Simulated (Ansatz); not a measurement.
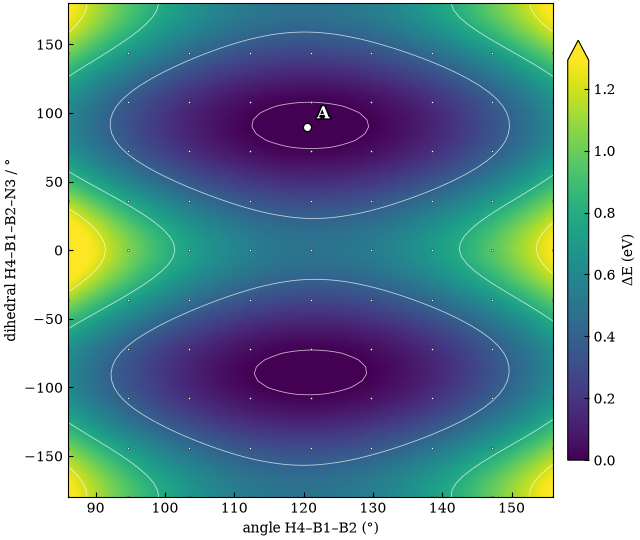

B2H6N, SMILES BB[NH3+], charge +1. Coordinates scanned: (1) angle H4–B1–B2; (2) dihedral H4–B1–B2–N3. Nothing is relaxed (all other coordinates rigid). Grid: 9 × 10 points. Points are written as (first, second). All energies are given in eV relative to the lowest grid point. These are results of Ansatz 0.2.0, RKS r2SCAN0-D4/def2-TZVP, not measurements.

In the figure: a smooth colour map with a few white contour lines, dots at the grid points, one colour for all values above the top of the scale, the point A. Between grid points the surface is interpolated.

### Find the lowest pass out of the well at A.

The easiest path leads from the well at about (121°, 90°) to a well of about the same depth at about (121°, −90°). Its highest point lies about 0.53 eV above the bottom of the first well on the interpolated surface, at (121.0°, −180°). The start is the relaxed structure and all else is held, so a fully relaxed path at this level can only be lower.

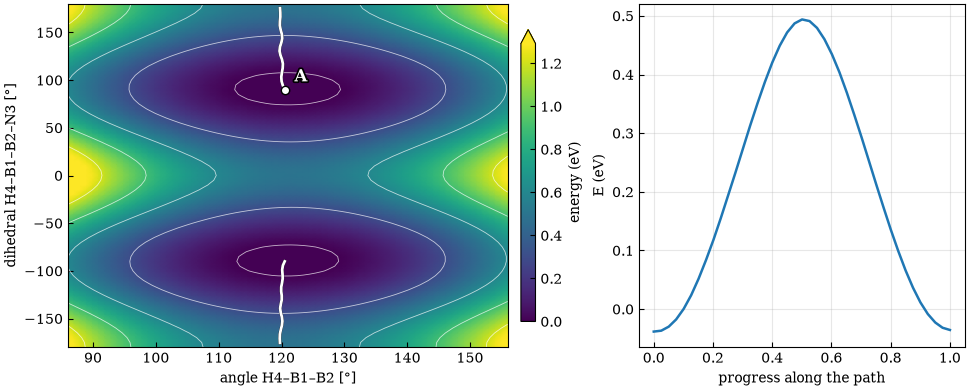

The picture shows a smooth colour map with a few white contour lines, a line along the lowest path, one colour for all values above the top of the scale, the energy along the path at the right. Between grid points the surface is interpolated.
